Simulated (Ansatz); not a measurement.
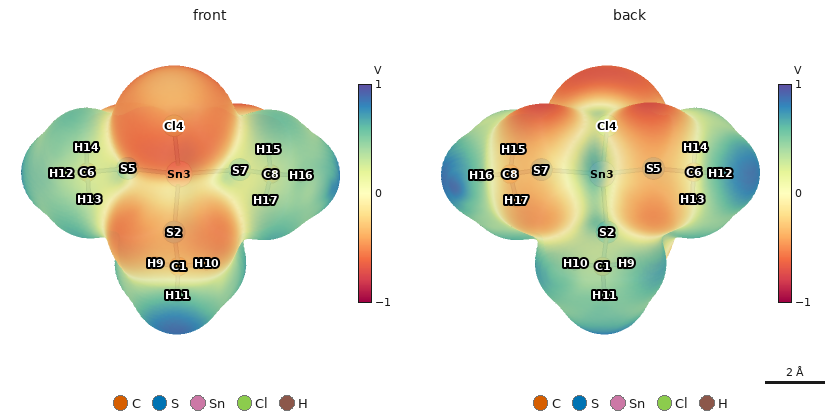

*C₃H₉ClS₃Sn (SMILES C[S][Sn]([Cl])([S]C)[S]C). The electrostatic potential painted on the density surface at 0.001 e/bohr³, seen from the front and from behind; red is negative and blue positive.*

Geometry: PBE0-D4/def2-TZVP; core potentials replace the inner electrons of Sn.

Theory: RKS PBE0-D4/def2-TZVPP in Ansatz 0.2.0.

| atom | x (Å) | y (Å) | z (Å) |
| --- | --- | --- | --- |
| C | -0.6385 | 2.1879 | -0.7475 |
| S | -1.0430 | 1.2146 | 0.7359 |
| Sn | 0.2396 | -0.7263 | 0.2023 |
| Cl | -0.1691 | -2.1210 | 2.0324 |
| S | 2.5574 | -0.2328 | 0.0433 |
| C | 2.7786 | 0.4908 | 1.6982 |
| S | -0.5134 | -1.7536 | -1.8025 |
| C | -2.2509 | -2.0031 | -1.3230 |
| H | 0.4308 | 2.3888 | -0.8102 |
| H | -0.9755 | 1.6866 | -1.6546 |
| H | -1.1715 | 3.1332 | -0.6461 |
| H | 3.8031 | 0.8614 | 1.7302 |
| H | 2.0935 | 1.3222 | 1.8623 |
| H | 2.6465 | -0.2626 | 2.4735 |
| H | -2.3320 | -2.7333 | -0.5191 |
| H | -2.7555 | -2.3885 | -2.2089 |
| H | -2.7189 | -1.0648 | -1.0262 |

Question: Which sites attract a positive test charge, and which a negative one?

Answer: A positive charge is drawn to the negative regions and a negative charge to the positive ones. The most negative region (about −0.7 V) lies over Cl4, S5 and S7, the most positive (about +0.9 V) over H11, H12 and H16.
